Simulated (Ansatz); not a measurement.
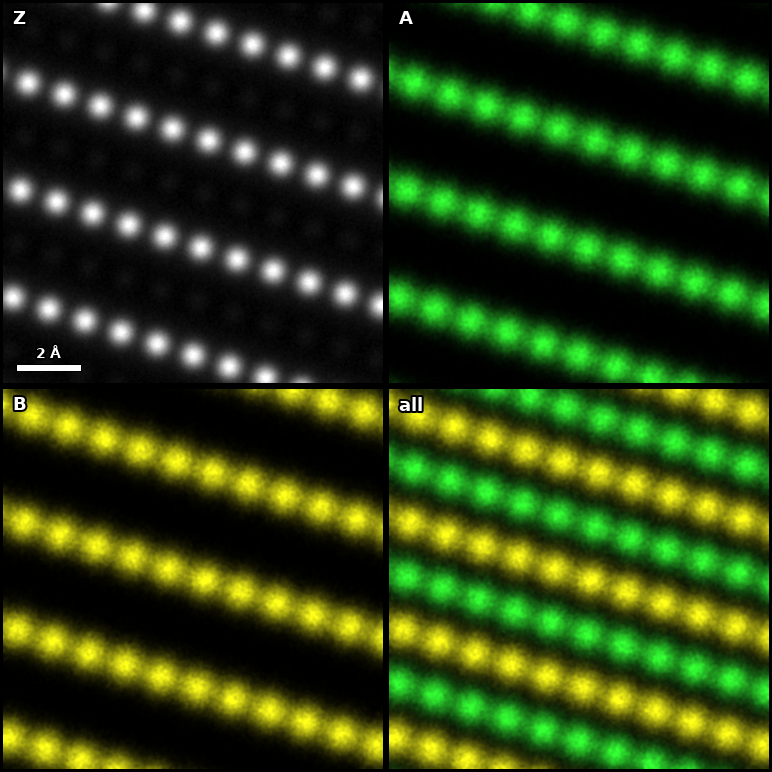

YB (R-3m, No. 166) along [310]. Panel Z: The image is simulated as a sum over atoms of Z^1.7, blurred by a 0.55 Å probe (no channelling). The probe carries 25 % of its weight in a tail 2.5 times as wide. The display is stretched by a gamma of 0.8; percentages refer to the linear signal. Shot noise was added. The other panels are simulated element maps (the number of atoms of one element along the beam, blurred by 0.9 Å, with counting noise; each on its own scale, no channelling); the last overlays them. Atomic positions: coordinates from a relaxation with Ansatz, DFT PBE, scalar-relativistic, plane waves, PAW; the starting structure was generated, so it need not be a known form of this composition.

Space group R-3m:H (No. 166). a = 3.655 Å, b = 3.655 Å, c = 9.915 Å, α = 90.00°, β = 90.00°, γ = 120.00°
```csv
atom,site,symmetry,x,y,z
Y,3b,-3m,0.3333,0.6667,0.1667
B,3a,-3m,0.0000,0.0000,0.0000
```

Q: Which element does each lettered map show?

A: Y, B: B. The projected cell (1.20 × 3.33 Å, 97°) holds 2 columns: 1 of Y and 1 of B. No column is shared by two of the mapped elements.
